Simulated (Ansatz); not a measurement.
# HF with CH5N: superposition error and deformation, part 3 of 3

Ansatz 0.2.0, Gaussian basis. The steps go on from the part before.

## Step 25: B97M-V/def2-TZVPPD

The inputs:

free-a/in.yaml

```yaml
crystal:
  periodic: [false, false, false]
  atoms:
    - {symbol: F, position_ang: [0.096018, -0.045081, -2.459951]}
    - {symbol: H, position_ang: [-0.128018, 0.176045, -1.595421]}
basis:
  gaussian: {orbitals: "def2-TZVPPD.json"}
hamiltonian: {xc: {name: B97M-V}}
```

free-b/in.yaml

```yaml
crystal:
  periodic: [false, false, false]
  atoms:
    - {symbol: C, position_ang: [0.362508, -0.409687, 0.783665]}
    - {symbol: N, position_ang: [-0.446875, 0.482780, -0.028622]}
    - {symbol: H, position_ang: [0.237503, -0.300827, 1.870974]}
    - {symbol: H, position_ang: [1.418428, -0.251939, 0.552586]}
    - {symbol: H, position_ang: [0.131244, -1.445244, 0.524074]}
    - {symbol: H, position_ang: [-0.239985, 1.448972, 0.189537]}
    - {symbol: H, position_ang: [-1.430825, 0.344982, 0.163158]}
basis:
  gaussian: {orbitals: "def2-TZVPPD.json"}
hamiltonian: {xc: {name: B97M-V}}
```

Each run has its own folder and the same command.

Command:

```console
$ ansatz run in.yaml --threads 4 --pin off --events-out ev --progress --plain --max-ram 9574MiB
```

Output in free-a, cut to the lines that bear on the results:

```text
Functional definition: B97M-V
  name "B97M-V"
  cite "Mardirossian & Head-Gordon, J. Chem. Phys. 142, 074111 (2015) doi:10.1063/1.4907719"
  cite "Becke, J. Chem. Phys. 107, 8554 (1997) doi:10.1063/1.475007"
  cite "Vydrov & Van Voorhis, J. Chem. Phys. 133, 244103 (2010) doi:10.1063/1.3521275"
  # Of w^i u^j: cxij and so on, Table III.
[...]
  gx(w, u) = cx00 + cx01*u + cx02*u^2 + (cx10 + cx11*u)*w
[...]
  gos(w, u) = cos00 + cos01*u + cos03*u^3 + cos10*w + cos32*w^3*u^2
[...]
      + integral(e_c_pw_mod_opposite_spin*gos(b97_w_opposite, b97_u_opposite)) + vv10(b, c)
256 factors; their error is unknown
[...]
mean field -2733.45887807 eV, -100.4527609639 hartree, gradient 4.3e-5 eV, S^2 0.000000; 0 other end points of the search recorded, 0 dependent functions left out
reference -2733.45893277 eV, -100.4527629743 hartree; 5, 5 occupied and 52, 52 virtual orbitals, 256 factors
Total energy: -2733.45893277 eV, -100.4527629743 hartree
```

free-b printed, cut to the lines that bear on the results:

```text
[... 5 set-up lines as earlier in the session ...]
  # Of w^i u^j: cxij and so on, Table III.
[...]
  gx(w, u) = cx00 + cx01*u + cx02*u^2 + (cx10 + cx11*u)*w
[...]
  gos(w, u) = cos00 + cos01*u + cos03*u^3 + cos10*w + cos32*w^3*u^2
[...]
      + integral(e_c_pw_mod_opposite_spin*gos(b97_w_opposite, b97_u_opposite)) + vv10(b, c)
648 factors; their error is unknown
[...]
mean field -2609.18771953 eV, -95.8858801219 hartree, gradient 5.0e-5 eV, S^2 0.000000; 0 other end points of the search recorded, 0 dependent functions left out
reference -2609.18776889 eV, -95.8858819356 hartree; 9, 9 occupied and 150, 150 virtual orbitals, 648 factors
Total energy: -2609.18776889 eV, -95.8858819356 hartree
```

Wall times: 0.25 s (free-a), 1.9 s (free-b) on 4 threads of Arm Neoverse V2, shared host.

## Step 26: HSE06-D4/def2-TZVPPD

Each input of step 25 (free-a, free-b) changes in the same lines:

```diff
-hamiltonian: {xc: {name: B97M-V}}
+hamiltonian: {xc: hse06, dispersion: d4}
```

One command serves all of them, each in its own folder.

Command:

```console
$ ansatz run in.yaml --threads 4 --pin off --events-out ev --progress --plain --max-ram 9574MiB
```

free-a printed, cut to the lines that bear on the results:

```text
[... 6 set-up lines as earlier in the session ...]
[...]
256 factors; their error is unknown
24 factors; integrals over basis functions are off by at most 5.9e-5 eV
[...]
mean field -2731.81029264 eV, -100.3921765669 hartree, gradient 4.2e-5 eV, S^2 0.000000; 0 other end points of the search recorded, 0 dependent functions left out
reference -2731.81033001 eV, -100.3921779403 hartree; 5, 5 occupied and 52, 52 virtual orbitals, 256 factors
Total energy: -2731.81168737 eV, -100.3922278224 hartree
```

Output in free-b, cut to the lines that bear on the results:

```text
[... 6 set-up lines as earlier in the session ...]
[...]
648 factors; their error is unknown
78 factors; integrals over basis functions are off by at most 2.9e-6 eV
[...]
mean field -2606.18411317 eV, -95.7754996239 hartree, gradient 2.7e-5 eV, S^2 0.000000; 0 other end points of the search recorded, 0 dependent functions left out
reference -2606.18414799 eV, -95.7755009036 hartree; 9, 9 occupied and 150, 150 virtual orbitals, 648 factors
Total energy: -2606.22584596 eV, -95.7770332755 hartree
```

They took 0.2 s (free-a), 0.65 s (free-b) on 4 threads of Arm Neoverse V2, shared host.

## Step 27: CCSD(T)/def2-TZVPPD

Each input of step 26 (free-a, free-b) changes in the same lines:

```diff
-hamiltonian: {xc: hse06, dispersion: d4}
+correlation: {method: ccsd_t}
```

The same command starts each run, in its folder.

Command:

```console
$ ansatz run in.yaml --threads 4 --pin off --events-out ev --progress --plain --max-ram 9574MiB
```

Output in free-a, cut to the lines that bear on the results:

```text
[... 4 set-up lines as earlier in the session ...]
[...]
352 factors; integrals over basis functions are off by at most 1.1e-3 eV
[...]
mean field -2722.93998366 eV, -100.0661987246 hartree, gradient 1.6e-6 eV, S^2 0.000000; 0 other end points of the search recorded, 0 dependent functions left out
1 core orbitals not correlated: weight in the atoms' cores, before any rotation towards them, 1.000 or more for the frozen orbitals, at most 0.000 for the correlated occupied ones
reference -2722.93998366 eV, -100.0661987246 hartree; 4, 4 occupied and 52, 52 virtual orbitals, 352 factors
second order -7.43408019 eV of doubles, -0.00000000 eV of singles
cycle   1  -7.34232496 eV  change    9.2e-2 eV  update   4.7e-2
[...]
cycle   9  -7.48867716 eV  change    1.9e-6 eV  update   1.5e-6
perturbative correction -0.18478837 eV, -0.0067908475 hartree
Total energy: -2730.61344919 eV, -100.3481933816 hartree
```

Log of free-b, cut to the lines that bear on the results:

```text
[... 4 set-up lines as earlier in the session ...]
[...]
903 factors; integrals over basis functions are off by at most 1.0e-3 eV
[...]
mean field -2592.10079557 eV, -95.2579472480 hartree, gradient 2.5e-6 eV, S^2 0.000000; 0 other end points of the search recorded, 0 dependent functions left out
2 core orbitals not correlated: weight in the atoms' cores, before any rotation towards them, 1.000 or more for the frozen orbitals, at most 0.000 for the correlated occupied ones
reference -2592.10079557 eV, -95.2579472480 hartree; 7, 7 occupied and 150, 150 virtual orbitals, 903 factors
second order -11.03743376 eV of doubles, -0.00000000 eV of singles
cycle   1  -11.40111903 eV  change   -3.6e-1 eV  update   5.9e-2
[...]
cycle   9  -11.69448748 eV  change   -2.6e-6 eV  update   1.2e-5
perturbative correction -0.40811222 eV, -0.0149978475 hartree
Total energy: -2604.20339527 eV, -95.7027095837 hartree
```

They took 0.2 s (free-a), 2.7 s (free-b) on 4 threads of Arm Neoverse V2, shared host; peak memory 0.84 GiB.

## Step 28: The split

```
      method  interaction with counterpoise (kJ/mol)  without  superposition error  deformation  binding energy
      PBE-D4                                  -69.64   -70.21                 0.57         3.40          -66.25
   revPBE-D4                                  -63.83   -64.41                 0.58         3.35          -60.48
     BLYP-D4                                  -64.51   -65.12                 0.60         2.35          -62.17
   r2SCAN-D4                                  -70.00   -70.56                 0.56         5.84          -64.16
      B97M-V                                  -62.57   -63.05                 0.48         7.27          -55.30
     PBE0-D4                                  -69.82   -70.31                 0.49         6.83          -62.98
    B3LYP-D4                                  -66.80   -67.32                 0.52         5.32          -61.48
    HSE06-D4                                  -69.72   -70.20                 0.48         6.84          -62.88
     wB97X-V                                  -65.67   -66.13                 0.46         5.89          -59.78
     wB97M-V                                  -63.64   -64.19                 0.55         5.87          -57.78
      B2PLYP                                  -62.76   -64.28                 1.52         5.83          -56.93
Hartree-Fock                                  -52.17   -52.62                 0.45        12.81          -39.36
         MP2                                  -61.01   -65.06                 4.05         6.12          -54.89
        CCSD                                  -57.96   -61.62                 3.66         7.09          -50.87
     CCSD(T)                                  -59.77   -63.74                 3.97         6.30          -53.47
```

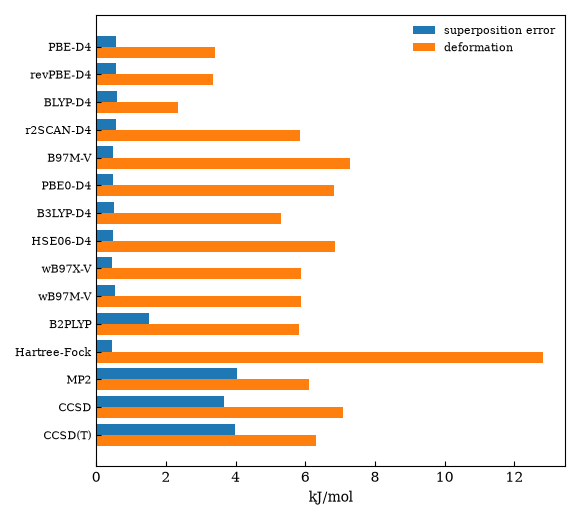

Superposition error and deformation energy by method.

## Step 29: Outcome

The summary covers parts 1 to 3.

| quantity | value |
| --- | --- |
| interaction, CCSD(T) | -59.77 kJ/mol |
| superposition error | 3.97 kJ/mol |
| deformation | 6.30 kJ/mol |
| binding energy | -53.47 kJ/mol |

In words: In this basis the superposition error is 3.97 kJ/mol for CCSD(T) and 0.53 kJ/mol on average for the plain functionals: correlated methods borrow far more, since they need many more functions to converge. Deformation takes back 11 % of the interaction.
